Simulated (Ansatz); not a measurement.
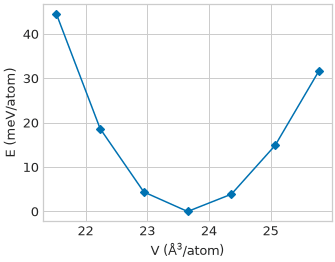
*AlGa3As4 in space group P-4m2 (No. 115; Pearson symbol tP8) under volume change, DFT-PBE in the program Ansatz with PAW potentials, shape and atoms relaxed at each volume.*

Problem. What does a third-order Birch–Murnaghan fit give for V₀, B₀ and B′?

Solution. V₀ = 23.65 Å³/atom, B₀ = 62.1 GPa, B′ = 4.8.

The start of the workflow was typed in or built on a structure type; neither database checked (COD, Materials Project) lists it. Whether it is the stable phase at ambient conditions was not checked. The cell was relaxed with PBE under the symmetry of its start; whether a distortion lowers the energy is not shown.

Potentials: the earlier of the program's two PAW sets.
